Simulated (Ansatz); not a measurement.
# Ge wire along [110], 24 atoms a period, H-terminated: bands by functional and under strain, part 4 of 4

What gap, if any, does the Ge wire along [110], 24 atoms a period, H-terminated have, and how does it change with the functional and under strain?

Ansatz 0.2.0; DFT PBE, plane waves, PAW; relaxation of a wire's period; PAW set soft_1 (the session's first sound run).

So far, band gap (eV): step 3 (bands of the perfect wire, PBE) 1.21; step 4 (levels at the same atoms, cutoff 500 eV, k-mesh 1×1×15, r2SCAN PBE) 1.49; step 5 (levels at the same atoms, level HSE06, cutoff 420 eV, HSE06 PBE) 1.86; step 6 (strain along the wire, period over the relaxed period 0.94, k-mesh 1×1×16, PBE) 1.17.

**7. At a strained period, period over the relaxed period 1.1, k-mesh 1×1×14**

Level of this step: DFT PBE, plane waves, PAW; relaxation at a fixed period; PAW set soft_1 (Ansatz).

The period is set to 1.1 times the relaxed one and the atoms relax within it: strain changes bond lengths and angles, which shifts the bands against each other. Against the first PBE run of this kind, the mesh along the wire has 14 points against 20.

The cell differs from the one that the last finished run ended in (c 3.857 → 4.513 Å).

input.yaml

```yaml
crystal:
  lattice:
    - [21.561, 0.0, 0.0]
    - [0.0, 19.53, 0.0]
    - [0.0, 0.0, 4.5132729276]
  atoms:
    - { symbol: H, position: [0.160826092, 0.384056948, 0.0] }
    - { symbol: Ge, position: [0.203460657, 0.447969983, 0.0] }
    - { symbol: Ge, position: [0.400497559, 0.344451985, 0.0] }
    - { symbol: Ge, position: [0.39930148, 0.75798958, 0.0] }
    - { symbol: Ge, position: [0.467892766, 0.242162123, 0.0] }
    - { symbol: Ge, position: [0.466953311, 0.448096342, 0.0] }
    - { symbol: Ge, position: [0.664534372, 0.346380511, 0.0] }
    - { symbol: Ge, position: [0.664732655, 0.758359621, 0.0] }
    - { symbol: H, position: [0.706107195, 0.281059351, 0.0] }
    - { symbol: Ge, position: [0.732369691, 0.448261446, 0.0] }
    - { symbol: H, position: [0.226096178, 0.655926911, 0.202081453] }
    - { symbol: H, position: [0.773919259, 0.655926911, 0.297918547] }
    - { symbol: Ge, position: [0.2695288, 0.655928044, 0.5] }
    - { symbol: Ge, position: [0.267645746, 0.448261446, 0.5] }
    - { symbol: H, position: [0.293908242, 0.281059351, 0.5] }
    - { symbol: H, position: [0.293486324, 0.823352039, 0.5] }
    - { symbol: Ge, position: [0.335481065, 0.346380511, 0.5] }
    - { symbol: Ge, position: [0.334229569, 0.551717931, 0.5] }
    - { symbol: Ge, position: [0.335282782, 0.758359621, 0.5] }
    - { symbol: Ge, position: [0.532122671, 0.242162123, 0.5] }
    - { symbol: Ge, position: [0.533025643, 0.655718936, 0.5] }
    - { symbol: Ge, position: [0.533062126, 0.448096342, 0.5] }
    - { symbol: H, position: [0.55912352, 0.823077656, 0.5] }
    - { symbol: H, position: [0.574108603, 0.177254581, 0.5] }
    - { symbol: Ge, position: [0.599517878, 0.344451985, 0.5] }
    - { symbol: Ge, position: [0.599677196, 0.551862104, 0.5] }
    - { symbol: Ge, position: [0.600713957, 0.75798958, 0.5] }
    - { symbol: Ge, position: [0.79655478, 0.447969983, 0.5] }
    - { symbol: H, position: [0.839189345, 0.384056948, 0.5] }
    - { symbol: H, position: [0.839383835, 0.511717222, 0.5] }
    - { symbol: H, position: [0.773919259, 0.655926911, 0.702081453] }
    - { symbol: H, position: [0.226096178, 0.655926911, 0.797918547] }
    - { symbol: H, position: [0.160631602, 0.511717222, 0.0] }
    - { symbol: Ge, position: [0.400338241, 0.551862104, 0.0] }
    - { symbol: H, position: [0.425906834, 0.177254581, 0.0] }
    - { symbol: H, position: [0.440891917, 0.823077656, 0.0] }
    - { symbol: Ge, position: [0.466989794, 0.655718936, 0.0] }
    - { symbol: Ge, position: [0.665785868, 0.551717931, 0.0] }
    - { symbol: H, position: [0.706529113, 0.823352039, 0.0] }
    - { symbol: Ge, position: [0.730486637, 0.655928044, 0.0] }
kpoints:
  mp_grid: { grid: [1, 1, 14] }
  band_path: { path: ["Γ", Z], npoints: 90 }
scf:
  occupations: { method: fermi_dirac, width: 0.05 }
hamiltonian:
  xc: pbe
  pseudopotentials: { kind: paw, azcp: { folder: soft_1 } }
relax:
  max_steps: 40
  f_tol: 0.02
output:
  stress: true
```

On the command line:

```console
ansatz run input.yaml --threads 4 --pin off --max-ram 16384MiB --backend cpu --events-out ev --progress --plain --runs-dir out
```

Numbers of over 12 decimals in the logs are rounded to 6 here.

Output:

```text
[...]
Crystal: 40 atoms, lattice volume = 1900.478 Å³
Basis set: ecut = 420 eV, 37239 PW (Γ), exchange–correlation on 300×270×64 points (8 copies of the dense FFT grid, shifted against one another)
Bands: 216, of which v1, the nominal top of the filled ones, is band 176 counted from 1 (175 counted from 0)
Symmetry: 4 space group operations
[...]
- { symbol: H, position: [0.170559, 0.509898, 0.0] }
    - { symbol: Ge, position: [0.402477, 0.551917, 0.0] }
    - { symbol: H, position: [0.428229, 0.177457, 0.0] }
    - { symbol: H, position: [0.443971, 0.823137, 0.0] }
    - { symbol: Ge, position: [0.469673, 0.655763, 0.0] }
    - { symbol: Ge, position: [0.658487, 0.551772, 0.0] }
    - { symbol: H, position: [0.699907, 0.823151, 0.0] }
    - { symbol: Ge, position: [0.723211, 0.656301, 0.0] }
[key lines of the parts left out:]
SCF converged after 8 iterations
Free energy (F): -103327.992912 eV
Fermi energy:    -0.950762 eV
P = ⅓ Tr σ = -1.0069 GPa (-10.069 kbar)
```

Wall time 26 min (4 threads of Arm Neoverse V1, shared host); peak memory 12 GiB; 1.7 h of CPU time.

Relaxation path:

| step | energy less that of the first step (eV) | largest force component (eV/Å) |
| --- | --- | --- |
| 1 | 0.0000 | 1.0522 |
| 2 | -0.4171 | 0.5341 |
| 3 | -0.5452 | 0.0732 |
| 4 | -0.5528 | 0.0227 |
| 5 | -0.5533 | 0.0033 |

Forces are held to the 4 operations that the run works with; a distortion that breaks them can't arise in this run.

The atoms that moved most (Å):

| atom | dx | dy | dz | length |
| --- | --- | --- | --- | --- |
| H29 | -0.271 | -0.023 | 0.000 | 0.272 |
| H1 | 0.271 | -0.023 | 0.000 | 0.272 |
| Ge28 | -0.257 | -0.008 | 0.000 | 0.257 |
| Ge2 | 0.257 | -0.008 | 0.000 | 0.257 |
| H33 | 0.214 | -0.036 | 0.000 | 0.217 |
| H30 | -0.214 | -0.036 | 0.000 | 0.217 |
| H32 | 0.175 | 0.006 | -0.099 | 0.202 |
| H11 | 0.175 | 0.006 | 0.099 | 0.202 |

The relaxed structure:

```xyz
40
Lattice="21.5610 0.0000 0.0000 0.0000 19.5300 0.0000 0.0000 0.0000 4.5133" Properties=species:S:1:pos:R:3
H     3.7386    7.4776    0.0000
Ge    4.6439    8.7413    0.0000
Ge    8.6799    6.7305    0.0000
Ge    8.6629   14.8095    0.0000
Ge   10.1452    4.7331    0.0000
Ge   10.1248    8.7534    0.0000
Ge   14.1698    6.7710    0.0000
Ge   14.1662   14.8193    0.0000
H    15.0747    5.4968    0.0000
Ge   15.6484    8.7592    0.0000
H     5.0503   12.8165    1.0112
H    16.5110   12.8165    1.2454
Ge    5.9682   12.8176    2.2566
Ge    5.9129    8.7592    2.2566
H     6.4866    5.4968    2.2566
H     6.4706   16.0761    2.2566
Ge    7.3916    6.7710    2.2566
Ge    7.3637   10.7761    2.2566
Ge    7.3951   14.8193    2.2566
Ge   11.4162    4.7331    2.2566
Ge   11.4347   12.8070    2.2566
Ge   11.4366    8.7534    2.2566
H    11.9889   16.0759    2.2566
H    12.3283    3.4657    2.2566
Ge   12.8814    6.7305    2.2566
Ge   12.8835   10.7789    2.2566
Ge   12.8984   14.8095    2.2566
Ge   16.9175    8.7413    2.2566
H    17.8227    7.4776    2.2566
H    17.8839    9.9583    2.2566
H    16.5110   12.8165    3.2679
H     5.0503   12.8165    3.5020
H     3.6774    9.9583    0.0000
Ge    8.6778   10.7789    0.0000
H     9.2330    3.4657    0.0000
H     9.5724   16.0759    0.0000
Ge   10.1266   12.8070    0.0000
Ge   14.1976   10.7761    0.0000
H    15.0907   16.0761    0.0000
Ge   15.5932   12.8176    0.0000
```

This step gave:

- energy at zero smearing: -103327.9926 eV
- band gap: 0.5808 eV

Electronic bands along the path, in eV, zero at the Fermi level; v1 is the highest filled band, c1 the lowest empty one:

| point | v4 | v3 | v2 | v1 | c1 | c2 | c3 | c4 |
| --- | --- | --- | --- | --- | --- | --- | --- | --- |
| Γ | -0.71 | -0.71 | -0.52 | -0.43 | 0.29 | 0.30 | 0.50 | 0.59 |
| Z | -1.37 | -1.37 | -1.07 | -1.07 | 2.00 | 2.00 | 2.26 | 2.26 |

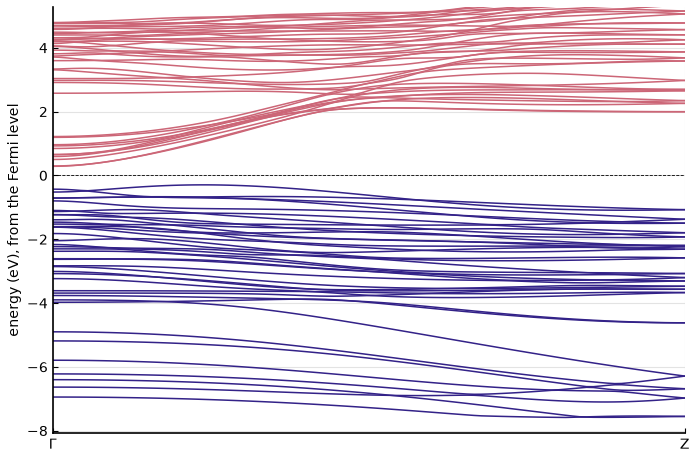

Electronic bands along the path; lines of filled and empty bands in two colours.

The gap is 0.581 eV, against 1.21 eV under PBE at the relaxed period.

**8. What came out**

| Property | Result |
| --- | --- |
| cell length, PBE | 4.103 Å |
| gap, PBE | 1.21 eV |
| gap, r2SCAN | 1.49 eV |
| gap, HSE06 | 1.86 eV |
| gap, period scaled by 0.94 | 1.17 eV |
| gap, period scaled by 1.1 | 0.581 eV |

Under PBE the cell's length is 4.10 Å, and a gap of 1.21 eV makes it a semiconductor. At the relaxed period the wire is gapped under every functional, from 1.21 eV (PBE) to 1.86 eV (HSE06). Weak screening in one dimension makes quasiparticle gaps larger than the semilocal gaps, as a rule. Strain matters: under PBE the gap goes from 1.21 eV to 1.17 eV at 0.94 times the period and 0.581 eV at 1.1 times the period. A hybrid's gap is read on a coarse mesh, without a band path.

[Logs are printed without paths, hosts, clocks, repeated set-up lines and the standing remarks that a program may print on its own settings, such as how far it seeks lower states.]

[Hosts, paths, dates, database ids (printed as entryN), source tags and the programs' standing remarks are cut or masked in the printed files.]
